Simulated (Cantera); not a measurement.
Charge: 1 mol Cu2O, 0.46 mol CH4, 2.7 mol H2, held at 13000 Pa.

These are equilibrium values from Cantera (NASA tables, ideal gas, pure condensed phases), not measurements of a reactor. Candidate condensed phases: C, C6H6, C7H8, C8H18, Cu, CuO, Cu(OH)2, Cu2O, H2O; 113 gas species. Kinetics and transport are ignored.

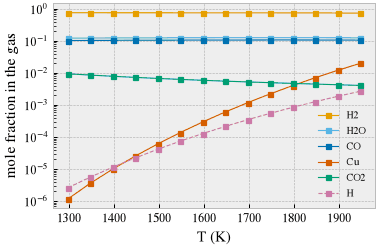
Figure. Equilibrium gas composition (values under 1e-9 drawn at 1e-9)

Read off the mole fractions at 1348 K.

H2 about 0.76, H2O about 0.12, CO about 0.10, CO2 about 0.0086, H about 5.6e-6, Cu about 3.6e-6.
